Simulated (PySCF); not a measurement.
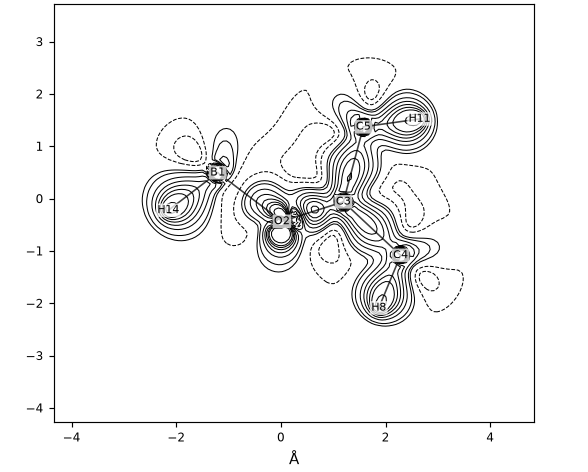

Figure 1: B(OCMe2)H3 (C$_{3}$H$_{9}$BO). Deformation density (molecule less spherical, spin-averaged free atoms) in a plane through 8 of the atoms; contours at ±0.05 to ±0.8 e/Å³; solid lines: gain, dashed lines: loss.

Method: ωB97X/def2-SVP; geometry: GFN2-xTB; program: PySCF. No frequency check shows the geometry to be a minimum.

Geometry (Å), atoms numbered from 1:

```
B1      -2.0511   -0.2296   -0.0003
O2      -0.5996   -0.7443    0.0018
C3       0.4069   -0.0330    0.0016
C4       1.7587   -0.6768   -0.0008
C5       0.3369    1.4489    0.0002
H6       2.3161   -0.3608   -0.8815
H7       2.3205   -0.3611    0.8774
H8       1.6654   -1.7597   -0.0007
H9      -0.2514    1.7671    0.8640
H10     -0.2404    1.7663   -0.8713
H11      1.3153    1.9172    0.0059
H12     -2.1822    0.4167   -1.0021
H13     -2.1743    0.4812    0.9574
H14     -2.7322   -1.1994    0.0324
```

> How much density has each bond in this plane gained at its critical point, relative to the free atoms?

C4–H8: +0.72 e/Å³ at the bond critical point (bond length 1.09 Å, Mayer order 1.0). C5–H11: +0.71 e/Å³ at the bond critical point (bond length 1.08 Å, Mayer order 1.0). C3–C5: +0.54 e/Å³ at the bond critical point (bond length 1.48 Å, Mayer order 1.1). C3–C4: +0.54 e/Å³ at the bond critical point (bond length 1.50 Å, Mayer order 1.1). O2–C3: +0.52 e/Å³ at the bond critical point (bond length 1.23 Å, Mayer order 1.8). B1–H14: +0.41 e/Å³ at the bond critical point (bond length 1.19 Å, Mayer order 1.0). B1–O2: −0.07 e/Å³ at the bond critical point (bond length 1.54 Å, Mayer order 0.7); up to 0.6 Å beside the axis the gain reaches +0.35 e/Å³. In all, 3.1 electrons gather in the regions of gain relative to the promolecule. A small or negative value marks a very polar bond, one between electron-rich atoms, whose free-atom densities already overlap strongly, a long bond to a heavier atom, or a closed-shell contact such as a hydrogen bond.

The PySCF run took 15 s on 1 thread of Arm Neoverse V2, with other jobs on the host, peak memory 0.49 GiB.
